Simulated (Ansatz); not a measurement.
## Run report: BNH4OF2, geometry relaxation (part 1 of 2)

- system: BNH4OF2
- method: RKS LDA/def2-SVP (Ansatz 0.2.0)

It belongs to a series of runs on one base structure; here: end point A relaxed.

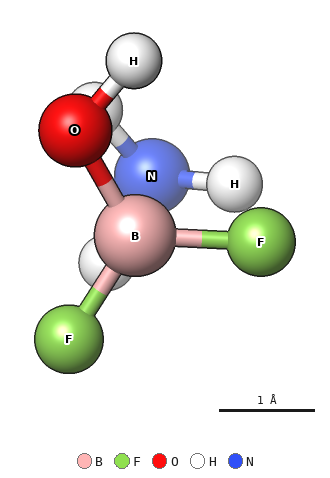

Fig. 1: The starting structure (ball-and-stick view, seen at an oblique angle).

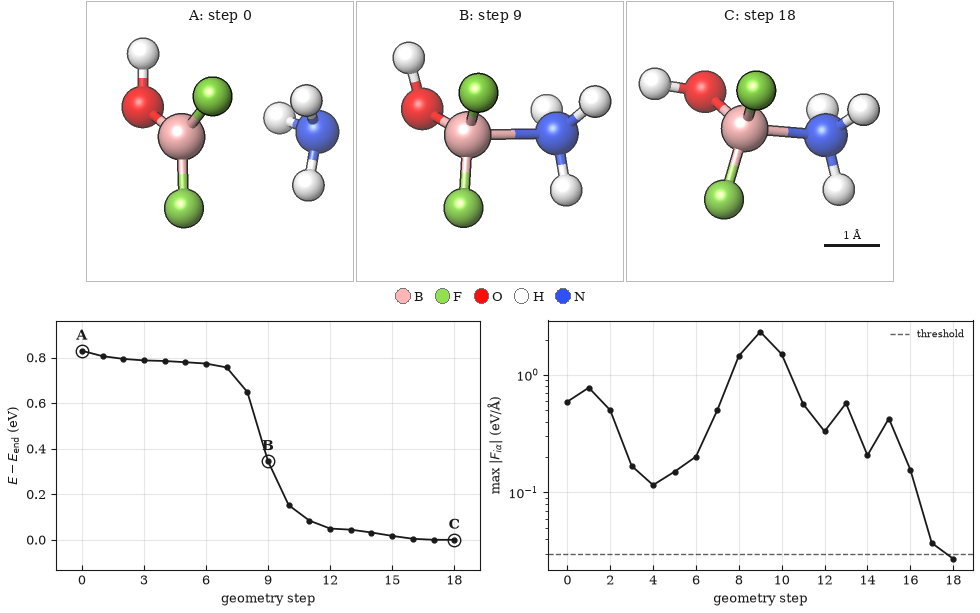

Fig. 2: Frames of the relaxation (ball-and-stick view, seen at a tilt) above the curves, on which the letters mark them (the first geometry is step 0 here and step 1 in the log).

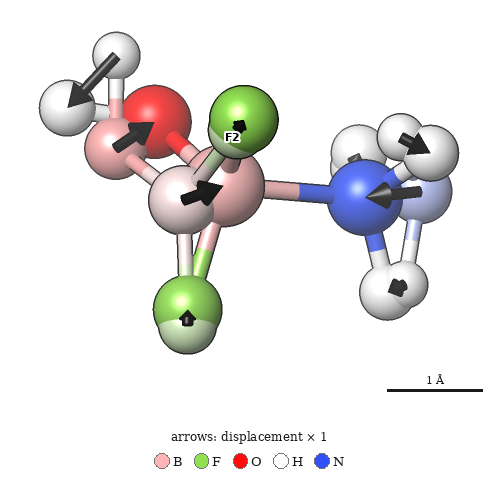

Fig. 3: Start (faint) and end (solid) with the displacements as black arrows, at true length (ball-and-stick view, seen at a tilt). The two geometries are laid on each other by the best rigid fit. After 18 geometry steps the energy has fallen by 0.830 eV. Largest force component: 0.59 eV/Å at the start, 0.027 eV/Å at the end. The largest move after the best rigid fit is that of H5, 0.76 Å. By element the largest moves are H 0.76 Å, N 0.64 Å, O 0.53 Å, B 0.49 Å, F 0.17 Å. Distances before and after: B1–N6 2.744 → 1.643 Å, B1–F3 1.318 → 1.381 Å, B1–O4 1.344 → 1.406 Å, B1–F2 1.328 → 1.381 Å. New bonds form: B1–N6 (2.74 → 1.64 Å). Among the angles that change: F2–B1–F3 118.3° → 111.0°, F2–B1–O4 121.9° → 116.3°, H7–N6–H9 106.8° → 110.4°. (Atoms are counted from 1 in the order of the input.)

The input that produced these results follows, with the program's output.

## Input file
```yaml
crystal:
  periodic: [false, false, false]
  atoms:
    - { symbol: B, position_ang: [0.085082, -0.275205, 0.041688] }
    - { symbol: F, position_ang: [-0.142985, -0.64186, 1.2973] }
    - { symbol: F, position_ang: [1.334884, -0.113547, -0.345357] }
    - { symbol: O, position_ang: [-0.905326, -0.181821, -0.861437] }
    - { symbol: H, position_ang: [-1.782728, -0.353793, -0.472811] }
    - { symbol: "N", position_ang: [-0.04379, 2.261947, 1.078077] }
    - { symbol: H, position_ang: [0.923226, 2.128535, 0.756627] }
    - { symbol: H, position_ang: [-0.654218, 2.223147, 0.252197] }
    - { symbol: H, position_ang: [-0.275947, 1.444398, 1.680116] }
basis:
  gaussian: { orbitals: def2-SVP }
hamiltonian:
  xc: lda
relax:
  f_tol: 0.03
  max_steps: 50
```

Launched with:
```bash
ansatz run input.yaml --threads 2 --pin off --max-ram 3072MiB --backend cpu --events-out ev --progress --plain --runs-dir out
```

## The program's output
```
The last accepted step is kept in [file] (removed where the run ends without a failure and the disk answers)
Engine: ansatz 0.2.0, x86_64-unknown-linux-gnu
Functional definition: SPW92
  exchange = slater_x
  correlation = pw_c
997 factors; their error is unknown
mean field evaluation 1: about -9628.9132 eV, gradient 7.9e1 eV
mean field evaluation 2: about -9595.8483 eV, gradient 1.4e2 eV
mean field evaluation 4: about -9640.0657 eV, gradient 1.0e1 eV
mean field evaluation 8: about -9640.2199 eV, gradient 2.9e-2 eV
mean field evaluation 16: about -9640.1751 eV, gradient 3.4e-5 eV
mean field -9640.17508666 eV, -354.2699000892 hartree, gradient 3.4e-5 eV, S^2 0.000000; 0 other end points of the search recorded, 0 dependent functions left out
the calculation of the forces begins
reference -9640.17511597 eV, -354.2699011666 hartree; 21, 21 occupied and 69, 69 virtual orbitals, 997 factors
relax step   1: F+E_penalty+E_count = -9640.17508666 eV  Δ(F+E_penalty+E_count) = +0.000e0 eV  max|allowed force component| = 5.926e-1 eV/Å  Δτ_max = 0.0000 Å  (26 SCF iters, accepted)
these checks for a lower state are left out or cut short: starts, cluster_reference, orbital_swaps, neighbouring_geometries, increment
997 factors; their error is unknown
mean field -9640.19879167 eV, -354.2707712325 hartree, gradient 2.6e-5 eV, S^2 0.000000; 0 other end points of the search recorded, 0 dependent functions left out
[... from here on the field's lines of each further geometry are left out, up to the last ...]
relax step   2: F+E_penalty+E_count = -9640.19879167 eV  Δ(F+E_penalty+E_count) = -2.371e-2 eV  max|allowed force component| = 7.797e-1 eV/Å  Δτ_max = 0.1902 Å  (26 SCF iters, accepted)
relax step   3: F+E_penalty+E_count = -9640.21078420 eV  Δ(F+E_penalty+E_count) = -1.199e-2 eV  max|allowed force component| = 5.018e-1 eV/Å  Δτ_max = 0.0718 Å  (28 SCF iters, accepted)
relax step   4: F+E_penalty+E_count = -9640.21743581 eV  Δ(F+E_penalty+E_count) = -6.652e-3 eV  max|allowed force component| = 1.686e-1 eV/Å  Δτ_max = 0.0238 Å  (29 SCF iters, accepted)
relax step   5: F+E_penalty+E_count = -9640.22007320 eV  Δ(F+E_penalty+E_count) = -2.637e-3 eV  max|allowed force component| = 1.157e-1 eV/Å  Δτ_max = 0.0177 Å  (29 SCF iters, accepted)
relax step   6: F+E_penalty+E_count = -9640.22539335 eV  Δ(F+E_penalty+E_count) = -5.320e-3 eV  max|allowed force component| = 1.504e-1 eV/Å  Δτ_max = 0.0436 Å  (27 SCF iters, accepted)
relax step   7: F+E_penalty+E_count = -9640.23126730 eV  Δ(F+E_penalty+E_count) = -5.874e-3 eV  max|allowed force component| = 2.021e-1 eV/Å  Δτ_max = 0.0527 Å  (28 SCF iters, accepted)
relax step   8: F+E_penalty+E_count = -9640.24824033 eV  Δ(F+E_penalty+E_count) = -1.697e-2 eV  max|allowed force component| = 5.038e-1 eV/Å  Δτ_max = 0.0755 Å  (28 SCF iters, accepted)
relax step   9: F+E_penalty+E_count = -9640.35606428 eV  Δ(F+E_penalty+E_count) = -1.078e-1 eV  max|allowed force component| = 1.453e0 eV/Å  Δτ_max = 0.1492 Å  (32 SCF iters, accepted)
relax step  10: F+E_penalty+E_count = -9640.65970594 eV  Δ(F+E_penalty+E_count) = -3.036e-1 eV  max|allowed force component| = 2.328e0 eV/Å  Δτ_max = 0.1949 Å  (31 SCF iters, accepted)
relax step  11: F+E_penalty+E_count = -9640.85276655 eV  Δ(F+E_penalty+E_count) = -1.931e-1 eV  max|allowed force component| = 1.503e0 eV/Å  Δτ_max = 0.0883 Å  (26 SCF iters, accepted)
relax step  12: F+E_penalty+E_count = -9640.92040884 eV  Δ(F+E_penalty+E_count) = -6.764e-2 eV  max|allowed force component| = 5.667e-1 eV/Å  Δτ_max = 0.1998 Å  (32 SCF iters, accepted)
relax step  13: F+E_penalty+E_count = -9640.95529153 eV  Δ(F+E_penalty+E_count) = -3.488e-2 eV  max|allowed force component| = 3.314e-1 eV/Å  Δτ_max = 0.0885 Å  (27 SCF iters, accepted)
relax step  14: F+E_penalty+E_count = -9640.96015907 eV  Δ(F+E_penalty+E_count) = -4.868e-3 eV  max|allowed force component| = 5.738e-1 eV/Å  Δτ_max = 0.0304 Å  (27 SCF iters, accepted)
relax step  15: F+E_penalty+E_count = -9640.97265203 eV  Δ(F+E_penalty+E_count) = -1.249e-2 eV  max|allowed force component| = 2.072e-1 eV/Å  Δτ_max = 0.0703 Å  (28 SCF iters, accepted)
relax step  16: F+E_penalty+E_count = -9640.98747410 eV  Δ(F+E_penalty+E_count) = -1.482e-2 eV  max|allowed force component| = 4.261e-1 eV/Å  Δτ_max = 0.2000 Å  (33 SCF iters, accepted)
relax step  17: F+E_penalty+E_count = -9641.00011598 eV  Δ(F+E_penalty+E_count) = -1.264e-2 eV  max|allowed force component| = 1.564e-1 eV/Å  Δτ_max = 0.1649 Å  (32 SCF iters, accepted)
relax step  18: F+E_penalty+E_count = -9641.00462404 eV  Δ(F+E_penalty+E_count) = -4.508e-3 eV  max|allowed force component| = 3.718e-2 eV/Å  Δτ_max = 0.0344 Å  (26 SCF iters, accepted)
the calculation of the forces begins
reference -9641.00482122 eV, -354.3003922721 hartree; 21, 21 occupied and 69, 69 virtual orbitals, 997 factors
relax step  19: F+E_penalty+E_count = -9641.00479299 eV  Δ(F+E_penalty+E_count) = -1.689e-4 eV  max|allowed force component| = 2.731e-2 eV/Å  Δτ_max = 0.0073 Å  (28 SCF iters, accepted)
997 factors; their error is unknown
mean field evaluation 160: about -9641.0048 eV, gradient 2.8e-2 eV
mean field -9641.00479299 eV, -354.3003912347 hartree, gradient 2.6e-5 eV, S^2 0.000000; 1 other end points of the search recorded, 0 dependent functions left out
the calculation of the forces begins
reference -9641.00482122 eV, -354.3003922721 hartree; 21, 21 occupied and 69, 69 virtual orbitals, 997 factors
Total energy: -9641.00482122 eV, -354.3003922721 hartree
Atom 0 at    -0.063285     0.123902     0.285260 Å, force     0.027311    -0.013197     0.018278 eV/Å
Atom 1 at    -0.235367    -0.631505     1.428762 Å, force    -0.002662     0.002406    -0.002192 eV/Å
Atom 2 at     1.165764    -0.127362    -0.292475 Å, force    -0.003416     0.002301    -0.001993 eV/Å
Atom 3 at    -1.161840     0.187430    -0.589851 Å, force    -0.020022     0.003863    -0.014464 eV/Å
Atom 4 at    -1.336896    -0.684178    -0.984883 Å, force     0.004816     0.004173     0.004363 eV/Å
Atom 5 at     0.034057     1.674791     0.819704 Å, force    -0.007974     0.001655    -0.005636 eV/Å
Atom 6 at     0.941609     2.075395     0.538584 Å, force    -0.001333    -0.002472    -0.000014 eV/Å
Atom 7 at    -0.744231     2.187389     0.375031 Å, force     0.003205     0.001564     0.002288 eV/Å
Atom 8 at    -0.061613     1.685940     1.846269 Å, force     0.000074    -0.000293    -0.000629 eV/Å
Dipole moment:    -0.073078     0.911190     0.208994 e Å
```

## Trajectory as extended XYZ (Å, eV, eV/Å), 19 frames, from step=1 to step=19
```
9
Properties=species:S:1:pos:R:3:forces:R:3 step=1 energy=-9640.17509
B     0.0851   -0.2752    0.0417    0.0259   0.2148  -0.1234
F    -0.1430   -0.6419    1.2973   -0.0439  -0.1868   0.2156
F     1.3349   -0.1135   -0.3454    0.0360   0.0104   0.0024
O    -0.9053   -0.1818   -0.8614   -0.0210   0.0398  -0.0259
H    -1.7827   -0.3538   -0.4728   -0.0087  -0.0225  -0.0061
N    -0.0438    2.2619    1.0781   -0.1226  -0.5926   0.2539
H     0.9232    2.1285    0.7566    0.0401   0.0196  -0.0469
H    -0.6542    2.2231    0.2522   -0.0140   0.0189  -0.0380
H    -0.2759    1.4444    1.6801    0.1083   0.4984  -0.2317
9
Properties=species:S:1:pos:R:3:forces:R:3 step=2 energy=-9640.19879
B     0.0863   -0.1806    0.0815   -0.0728  -0.0121   0.3073
F    -0.1533   -0.6697    1.3027    0.0063  -0.0524  -0.0983
F     1.3420   -0.0086   -0.2840    0.1907  -0.0016  -0.0663
O    -0.8892   -0.0635   -0.8366   -0.2359  -0.0182  -0.0935
H    -1.7688   -0.2941   -0.4786    0.0962   0.0002  -0.0478
N    -0.0379    2.1910    1.0083   -0.2489  -0.7797   0.1970
H     0.9103    1.9891    0.6565   -0.0845   0.1101   0.0713
H    -0.6952    2.0399    0.2217    0.1776   0.1362   0.2597
H    -0.2562    1.4883    1.7549    0.1712   0.6174  -0.5294
9
Properties=species:S:1:pos:R:3:forces:R:3 step=3 energy=-9640.21078
B     0.0741   -0.1855    0.0919    0.0016  -0.2523   0.1444
F    -0.1685   -0.7378    1.2860    0.0088   0.1629  -0.0894
F     1.3346   -0.0096   -0.2652    0.0884   0.0737  -0.0050
O    -0.8938   -0.0658   -0.8371   -0.1612   0.0778  -0.0198
H    -1.7711   -0.3294   -0.4986    0.0719   0.0090  -0.0276
N    -0.0299    2.2092    1.0096   -0.0704  -0.5018   0.0104
H     0.9174    2.0285    0.6486   -0.0589   0.0726   0.0366
H    -0.6963    2.0637    0.2363    0.0729   0.0874   0.1134
H    -0.2284    1.5185    1.7548    0.0468   0.2707  -0.1631
9
Properties=species:S:1:pos:R:3:forces:R:3 step=4 energy=-9640.21744
B     0.0770   -0.1978    0.0863   -0.0250   0.0543   0.1686
F    -0.1729   -0.7257    1.2888    0.0293   0.0451  -0.1426
F     1.3395   -0.0045   -0.2616   -0.0143  -0.0450  -0.0190
O    -0.8933   -0.0572   -0.8403   -0.0140  -0.0318  -0.0025
H    -1.7701   -0.3241   -0.5056    0.0328   0.0002  -0.0073
N    -0.0309    2.1954    1.0046    0.0809  -0.0857  -0.1158
H     0.9145    2.0212    0.6418   -0.0289   0.0530   0.0051
H    -0.7064    2.0470    0.2467   -0.0206   0.0488  -0.0218
H    -0.2191    1.5375    1.7658   -0.0401  -0.0390   0.1355
```
